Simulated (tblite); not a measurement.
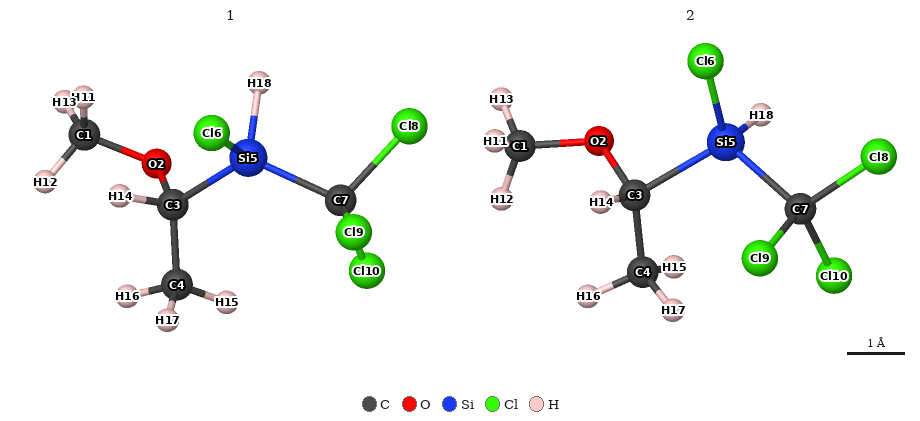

Two geometries of C$_{4}$H$_{8}$Cl$_{4}$OSi, drawn at one scale. One is the start of a relaxation, the other its converged end. A ball-and-stick model, seen at a tilt.

Method: GFN2-xTB geometry optimisation, gas phase (tblite 0.8.0). 

Which one is relaxed?

Structure 2 is the relaxed one. Cl6 moves most after the best rigid fit: 1.71 Å. Largest moves by element: Cl 1.71 Å, H 1.32 Å, O 0.70 Å, Si 0.54 Å, C 0.51 Å. Some distances before and after: Cl6–Cl9 3.079 → 3.732 Å, Si5–C7 1.811 → 1.957 Å, C3–Si5 1.791 → 1.913 Å, Si5–Cl6 2.108 → 1.993 Å. Among the angles between lasting bonds that change: C1–O2–C3 103.2° → 115.2°, C3–Si5–C7 121.8° → 111.0°, Cl6–Si5–H18 104.2° → 113.3°. Groups turn about C3–Si5 by about 60°, Si5–C7 by about 50°, O2–C3 by about 40°. Over 154 geometry steps the energy falls by 123.2 kJ/mol.
